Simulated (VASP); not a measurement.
# A VASP study of Y (SCAN): structure first, properties next

Aim: relax Y, then compute properties on the relaxed cell. The steps: first try, relaxing cell and atoms (SCAN), single point with fields (SCAN), bands along the symmetry lines (SCAN), total and projected DOS (SCAN), volume scan with SCAN, fit for SCAN and independent-particle dielectric function (SCAN). The start is a cell from a database of measured crystal structures.

Method: SCAN; plane waves and PAW (Y_sv), in VASP 6.6.1.

## (1) Set-up

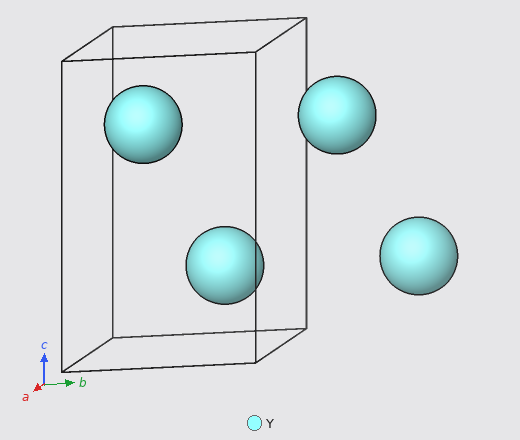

The cell as given, slightly off an axis (yttrium teal). 1×2×1 cells are drawn.

## (2) First try

This run is made with a changed input; what comes of it follows.

INCAR

```
SYSTEM = Y
PREC = Low
ENCUT = 220
EDIFF = 1E-06
NELM = 89
ISMEAR = 1
SIGMA = 0.2
LREAL = .FALSE.
ALGO = Normal
METAGGA = SCAN
LASPH = .TRUE.
NBANDS = 17
LORBIT = 11
LWAVE = .FALSE.
LCHARG = .FALSE.
KPAR = 2
IBRION = 2
NSW = 30
ISIF = 3
EDIFFG = -0.01
```

POSCAR

```
Y
1.0
    3.6474000000      0.0000000000      0.0000000000
   -1.8237000000      3.1587410578      0.0000000000
    0.0000000000      0.0000000000      5.7306000000
Y
2
Direct
    0.3333333333      0.6666666667      0.2500000000
    0.6666666667      0.3333333333      0.7500000000
```

KPOINTS

```
Automatic mesh
0
Gamma
7 7 4
0 0 0
```

PAW data sets: Y_sv (PBE family, release 64).

Run with:

```console
> mpirun -np 2 vasp_std
```

Output:

```text
[banner, memory and clock lines left out]
running    2 mpi-ranks, on    1 nodes
 distrk:  each k-point on    1 cores,    2 groups
 distr:  one band on    1 cores,    1 groups

 POSCAR found type information on POSCAR Y
 POSCAR found :  1 types and       2 ions
|                                                                             |
|               ----> ADVICE to this user running VASP <----                  |
|                                                                             |
|     You enforced a specific xc type in the INCAR file but a different       |
|     [... a line on the potential file left out ...]
|     I HOPE YOU KNOW WHAT YOU ARE DOING!                                     |
|                                                                             |

 LDA part: xc-table for (None), standard interpolation
 POSCAR, INCAR and KPOINTS ok, starting setup
 FFT: planning ... GRIDC
 FFT: planning ... GRID_SOFT
 FFT: planning ... GRID
 WAVECAR not read
 entering main loop
       N       E                     dE             d eps       ncg     rms          rms(c)
DAV:   1     0.139756290269E+02    0.13976E+02   -0.75876E+03   864   0.698E+02
DAV:   2    -0.545418071922E+02   -0.68517E+02   -0.67361E+02  1021   0.184E+02
DAV:   3    -0.627944640495E+02   -0.82527E+01   -0.81948E+01  1536   0.370E+01
DAV:   4    -0.629736377626E+02   -0.17917E+00   -0.17890E+00   934   0.636E+00
DAV:   5    -0.629800203900E+02   -0.63826E-02   -0.63790E-02  1196   0.812E-01    0.324E+01
DAV:   6    -0.559161003015E+02    0.70639E+01   -0.12039E+01  1038   0.131E+01    0.232E+01
DAV:   7    -0.556420149242E+02    0.27409E+00   -0.10470E+00  1529   0.538E+00    0.695E+00
DAV:   8    -0.556520932475E+02   -0.10078E-01   -0.91958E-02   981   0.219E+00    0.112E+00
DAV:   9    -0.556527113196E+02   -0.61807E-03   -0.21607E-02   984   0.899E-01    0.316E-01
DAV:  10    -0.556519553451E+02    0.75597E-03   -0.13073E-03  1149   0.258E-01    0.252E-01
DAV:  11    -0.556513136449E+02    0.64170E-03   -0.13842E-04  1192   0.832E-02    0.143E-01
DAV:  12    -0.556511716455E+02    0.14200E-03   -0.22370E-05  1032   0.375E-02    0.337E-02
DAV:  13    -0.556512692692E+02   -0.97624E-04   -0.40191E-06   790   0.149E-02    0.856E-03
DAV:  14    -0.556512739904E+02   -0.47212E-05   -0.21449E-07   552   0.388E-03    0.194E-03
DAV:  15    -0.556512761185E+02   -0.21280E-05   -0.89139E-08   499   0.224E-03    0.291E-03
DAV:  16    -0.556512794730E+02   -0.33545E-05   -0.21749E-08   486   0.927E-04    0.827E-04
DAV:  17    -0.556512792087E+02    0.26428E-06   -0.73487E-09   476   0.522E-04
   1 F= -.55651279E+02 E0= -.55652491E+02  d E =-.556513E+02
 curvature:   0.00 expect dE= 0.000E+00 dE for cont linesearch  0.000E+00
 trial: gam= 0.00000 g(F)=  0.593E-42 g(S)=  0.296E-02 ort = 0.000E+00 (trialstep = 0.100E+01)
 search vector abs. value=  0.296E-02
 bond charge predicted
       N       E                     dE             d eps       ncg     rms          rms(c)
DAV:   1    -0.556666245003E+02   -0.15345E-01   -0.49228E-01   864   0.510E+00    0.740E-01
DAV:   2    -0.556565225015E+02    0.10102E-01   -0.41112E-02   912   0.132E+00    0.446E-01
DAV:   3    -0.556525176764E+02    0.40048E-02   -0.23644E-02  1330   0.847E-01    0.341E-01
DAV:   4    -0.556523702618E+02    0.14741E-03   -0.11621E-03  1154   0.175E-01    0.207E-01
DAV:   5    -0.556526539214E+02   -0.28366E-03   -0.71294E-04  1321   0.950E-02    0.641E-02
DAV:   6    -0.556525617904E+02    0.92131E-04   -0.49194E-05  1170   0.293E-02    0.458E-02
DAV:   7    -0.556525465772E+02    0.15213E-04   -0.39842E-05  1072   0.253E-02    0.552E-02
DAV:   8    -0.556525004343E+02    0.46143E-04   -0.40338E-06   863   0.986E-03    0.175E-02
DAV:   9    -0.556524918095E+02    0.86247E-05   -0.26784E-07   466   0.430E-03    0.143E-02
DAV:  10    -0.556524547623E+02    0.37047E-04   -0.90598E-07   474   0.812E-03    0.806E-04
DAV:  11    -0.556524518852E+02    0.28771E-05   -0.91182E-08   467   0.204E-03    0.914E-04
DAV:  12    -0.556524510616E+02    0.82358E-06   -0.33070E-08   438   0.134E-03
   2 F= -.55652451E+02 E0= -.55653780E+02  d E =-.117185E-02
[...]
3 F= -.55652404E+02 E0= -.55653752E+02  d E =-.112523E-02
[...]
4 F= -.55652786E+02 E0= -.55654214E+02  d E =-.381307E-03
 trial-energy change:   -0.000381  1 .order   -0.000208   -0.000515    0.000100
 step:   0.9688(harm=  0.8659)  dis= 0.00000  next Energy=   -55.652789 (dE=-0.384E-03)
 bond charge predicted
       N       E                     dE             d eps       ncg     rms          rms(c)
DAV:   1    -0.556527989205E+02   -0.13478E-04   -0.38393E-04   817   0.143E-01    0.203E-02
DAV:   2    -0.556527828492E+02    0.16071E-04   -0.29017E-05   962   0.353E-02    0.110E-02
DAV:   3    -0.556527886391E+02   -0.57899E-05   -0.12544E-05  1130   0.198E-02    0.651E-03
DAV:   4    -0.556527858561E+02    0.27830E-05   -0.71987E-07   472   0.591E-03    0.516E-03
DAV:   5    -0.556527842422E+02    0.16139E-05   -0.60350E-07   433   0.420E-03    0.181E-03
DAV:   6    -0.556527829751E+02    0.12671E-05   -0.19208E-07   417   0.239E-03    0.144E-03
DAV:   7    -0.556527838642E+02   -0.88906E-06   -0.65995E-08   417   0.125E-03
   5 F= -.55652784E+02 E0= -.55654208E+02  d E =-.379429E-03
 curvature:  -0.31 expect dE=-0.388E-05 dE for cont linesearch -0.168E-05
 trial: gam= 0.00000 g(F)=  0.865E-43 g(S)=  0.124E-04 ort =-0.557E-04 (trialstep = 0.102E+01)
 search vector abs. value=  0.124E-04
 reached required accuracy - stopping structural energy minimisation
```

Wall time 36 s (2 MPI ranks of Intel Xeon 6975P-C (Granite Rapids), shared host); peak memory 0.2 GiB.

Lines that name or quote the potential files are left out of all logs, and their timing lines are given in words.

Parts of OUTCAR (step 2):

```text
ion  position               nearest neighbor table
   1  0.333  0.667  0.250-   2 3.56   2 3.56   2 3.56   2 3.56   2 3.56   2 3.56
   2  0.667  0.333  0.750-   1 3.56   1 3.56   1 3.56   1 3.56   1 3.56   1 3.56

  LATTYP: Found a hexagonal cell.
 ALAT       =     3.6474000000
 C/A-ratio  =     1.5711465702

 Subroutine GETGRP returns: Found 24 space group operations
 (whereof 12 operations were pure point group operations)

The static configuration has the point symmetry D_3d.
 The point group associated with its full space group is D_6h.

 Found     24 irreducible k-points:

   k-points           NKPTS =     24   k-points in BZ     NKDIM =     24   number of bands    NBANDS=     17

   dimension x,y,z NGX =    14 NGY =   14 NGZ =   24
   dimension x,y,z NGXF=    20 NGYF=   20 NGZF=   30

   ENCUT  =  220.0 eV  16.17 Ry    4.02 a.u.   4.41  4.41  6.93*2*pi/ulx,y,z

   NELECT =      22.0000    total number of electrons

 k-points in reciprocal lattice and weights: Automatic mesh
   0.00000000  0.00000000  0.00000000       0.005
   0.14285714 -0.00000000  0.00000000       0.031
   0.28571429 -0.00000000  0.00000000       0.031
   0.42857143 -0.00000000  0.00000000       0.031
   0.14285714  0.14285714  0.00000000       0.031
   0.28571429  0.14285714  0.00000000       0.061
   0.42857143  0.14285714  0.00000000       0.031
   0.28571429  0.28571429  0.00000000       0.031
   0.00000000  0.00000000  0.25000000       0.010
[...]
0.42857143  0.14285714  0.50000000       0.031
   0.28571429  0.28571429  0.50000000       0.031

 average (electrostatic) potential at core
       1 -42.0046       2 -42.0046

 E-fermi :   3.0316

 k-point     1 :       0.0000    0.0000    0.0000
  band No.  band energies     occupation
    ...
      6     -20.2348      2.00000
      7     -20.2344      2.00000
      8     -20.1789      2.00000
      9      -1.8430      2.00000
     10       1.1653      2.00000
     11       3.8976     -0.00000
     12       4.9815     -0.00000
     13       4.9816     -0.00000
     14       5.3944     -0.00000
     15       5.6468     -0.00000
    ...

 k-point     2 :       0.1429   -0.0000    0.0000
  band No.  band energies     occupation
    ...
      6     -20.3088      2.00000
      7     -20.2436      2.00000
      8     -20.1983      2.00000
      9      -1.4092      2.00000
     10       1.5507      2.00000
     11       3.5076     -0.00390
     12       4.1661     -0.00000
     13       5.2000     -0.00000
     14       5.3948     -0.00000
     15       5.5435     -0.00000
    ...

 k-point     3 :       0.2857   -0.0000    0.0000
  band No.  band energies     occupation
    ...
      7     -20.2660      2.00000
      8     -20.2539      2.00000
      9      -0.2777      2.00000
     10       2.1906      2.00000
     11       2.7784      2.07042
     12       3.2705     -0.07062
     13       4.7358     -0.00000
     14       4.9443     -0.00000
     15       5.0479     -0.00000
     16       6.5670     -0.00000
    ...

  Total       -0.0145083     -0.0145083     -0.0095694      0.0000000      0.0000000      0.0000000
  in kB       -0.3545767     -0.3545767     -0.2338728      0.0000000      0.0000000      0.0000000
  external PRESSURE =      -0.3143421 kB  Pullay stress =       0.0000000 kB

  energy-cutoff  :      220.00
  volume of cell :       65.56
      direct lattice vectors                 reciprocal lattice vectors
     3.655220350 -0.000000000 -0.000000000     0.273581318  0.157952247 -0.000000000
    -1.827610175  3.165513680 -0.000000000     0.000000000  0.315904495 -0.000000000
     0.000000000  0.000000000  5.665757149     0.000000000  0.000000000  0.176498917

 POSITION                                       TOTAL-FORCE (eV/Angst)
 -----------------------------------------------------------------------------------
     -0.00000      2.11034      1.41644        -0.000000      0.000000     -0.000000
      1.82761      1.05517      4.24932         0.000000     -0.000000      0.000000
 -----------------------------------------------------------------------------------
    total drift:                               -0.000000      0.000000     -0.000000

  FREE ENERGIE OF THE ION-ELECTRON SYSTEM (eV)
  ---------------------------------------------------
  free  energy   TOTEN  =       -55.6527838642 eV

  energy  without entropy=      -55.6570553903  energy(sigma->0) =      -55.65420771

 reached required accuracy - stopping structural energy minimisation

 total charge
# of ion       s       p       d       f       tot
--------------------------------------------------
    1        2.269   6.244   0.887   0.006   9.406
    2        2.269   6.244   0.887   0.006   9.406
--------------------------------------------------
tot          4.538  12.487   1.775   0.012  18.813

[... 3 further parts left out ...]
```

Convergence was reached, but on settings outside the sound range, so the numbers are no properties of the crystal.

The fault in the input: cell relaxed at a low cutoff (ENCUT = 220 and PREC = "Low"). Relax cells at about 1.3 times the default cutoff with PREC = Accurate.

[end of part 1 of 5]

[Lines on the potential files, build, host, timing and source positions are cut from VASP's logs without a mark.]

[Logs are printed without paths, hosts, clocks, repeated set-up lines and the standing remarks that a program may print on its own settings, such as how far it seeks lower states.]

[Hosts, paths, dates, database ids (printed as entryN), source tags and the programs' standing remarks are cut or masked in the printed files.]

[A measured line is paired with the nearest computed mode of its activity, which favours agreement.]
